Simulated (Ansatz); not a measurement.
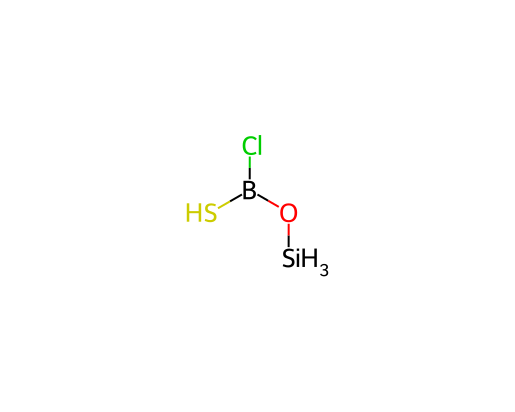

Question: Write the SMILES.

Answer: [SiH3]OB(S)Cl

Question: Give the formula, hydrogens included.

Answer: BClH4OSSi.

More results for the same structure follow; atom numbers are the same in all pictures, views and colours differ. Computed geometry: PBE0-D4/def2-TZVP optimisation.

**Geometry**

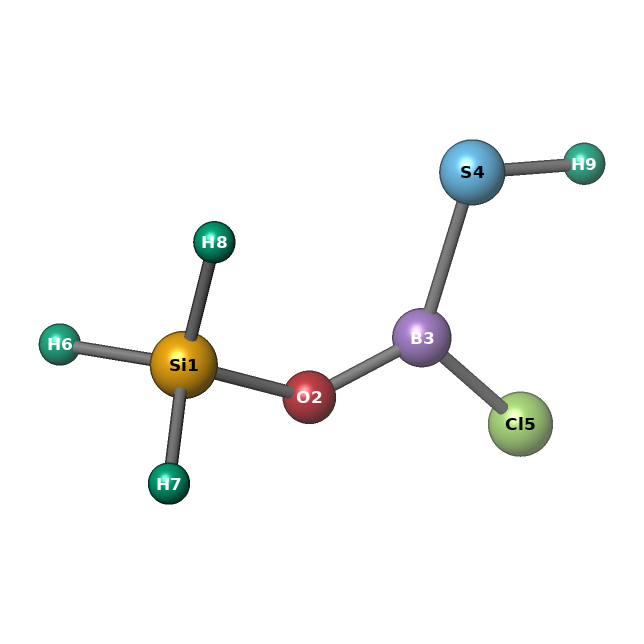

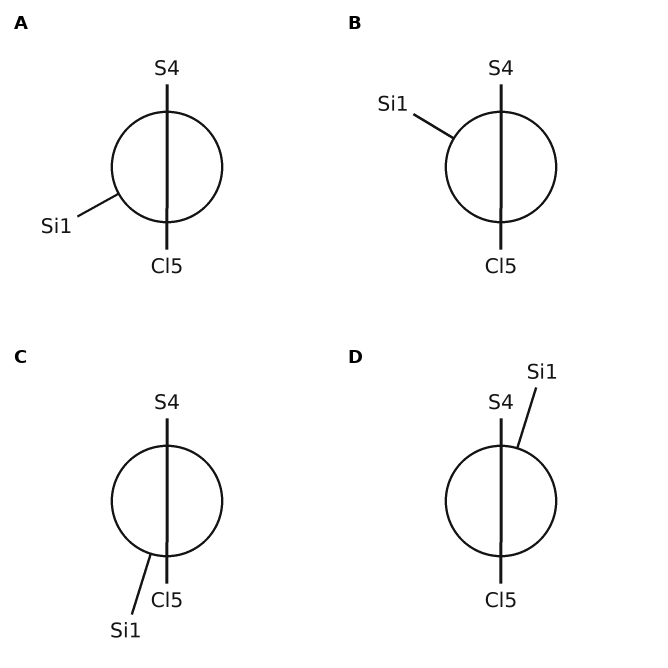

Distant atoms are faded towards the background colour. Bonds that would overlap in a projection are set slightly apart.

Question: Which Newman projection shows the view along B3–O2, with B3 in front?

Answer: D. The torsion angle Cl5–B3–O2–Si1 is −179°, antiperiplanar (anti).

**Dipole moment**

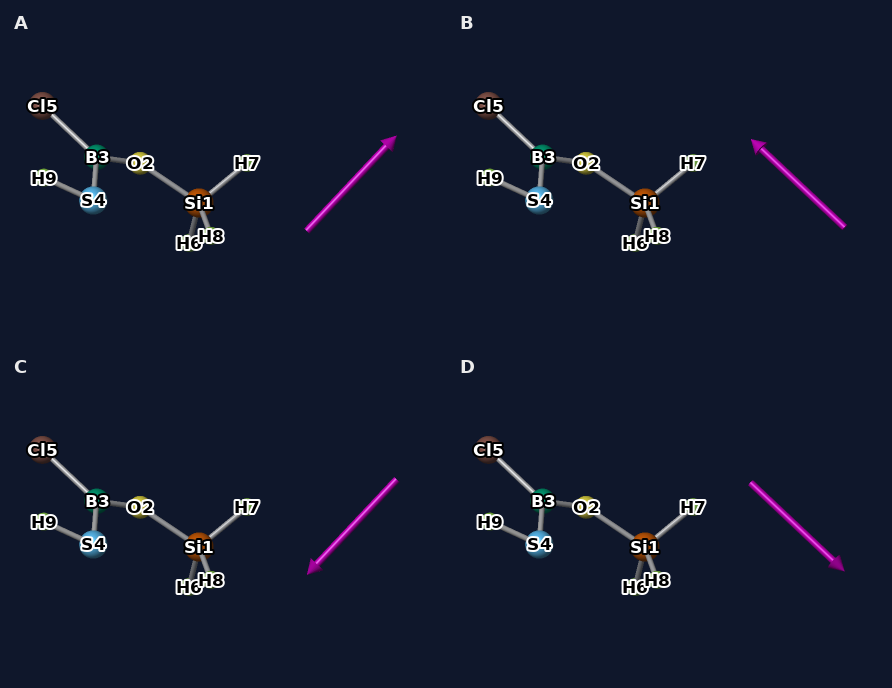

The same molecule four times, each with an arrow. Method: RKS PBE0-D4/def2-TZVP (Ansatz 0.2.0).

Question: Which arrow points along the dipole moment, from the negative to the positive end?

Answer: D. The dipole moment is 1.12 D; it points from the side of Cl5 to the side of H8 (the outermost atoms at the two ends).

**Vibrations**

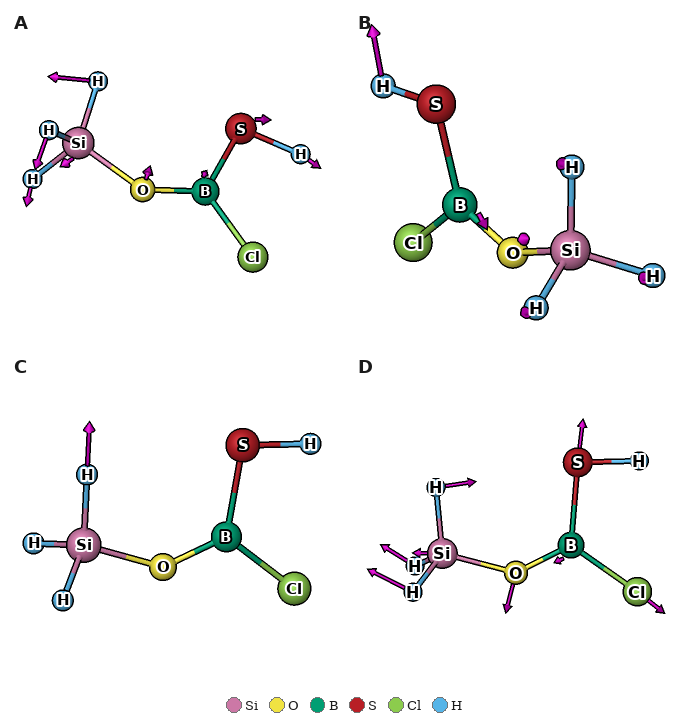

4 normal modes of one molecule or complex, as arrows. Harmonic vibrations computed with RKS PBE0-D4/def2-TZVP (Ansatz 0.2.0) at a stationary point of the same level.

Question: Match the panels to the wavenumbers 99 cm⁻¹, 476 cm⁻¹, 881 cm⁻¹, 2240 cm⁻¹.

Answer: A: 99 cm⁻¹
B: 881 cm⁻¹
C: 2240 cm⁻¹, Si–H stretching
D: 476 cm⁻¹

**Charges**

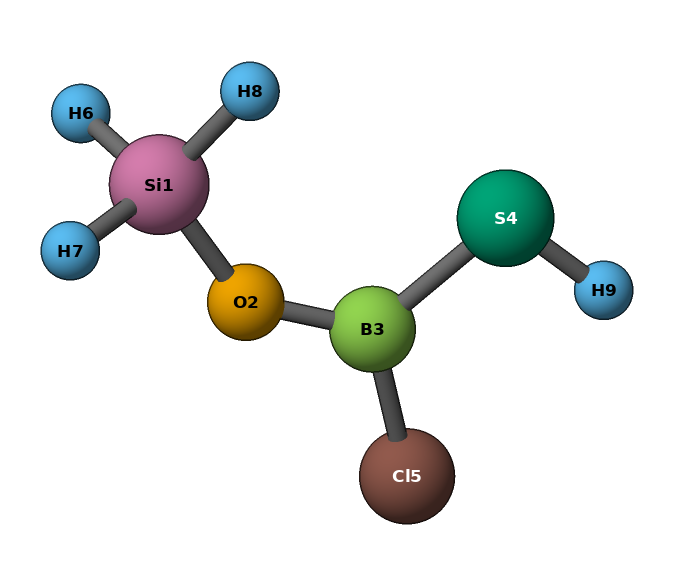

The questions are on Mulliken charges. Properties computed with RKS PBE0-D4/def2-TZVP (Ansatz 0.2.0).

Give the Mulliken charges atom by atom.

```
atom  value (e)
 Si1       0.26
  O2      −0.27
  B3       0.25
  S4      −0.23
 Cl5      −0.15
  H6      −0.02
  H7      −0.02
  H8      −0.01
  H9       0.18
```

Mulliken values depend strongly on the basis set and can even reverse the polarity of a bond.
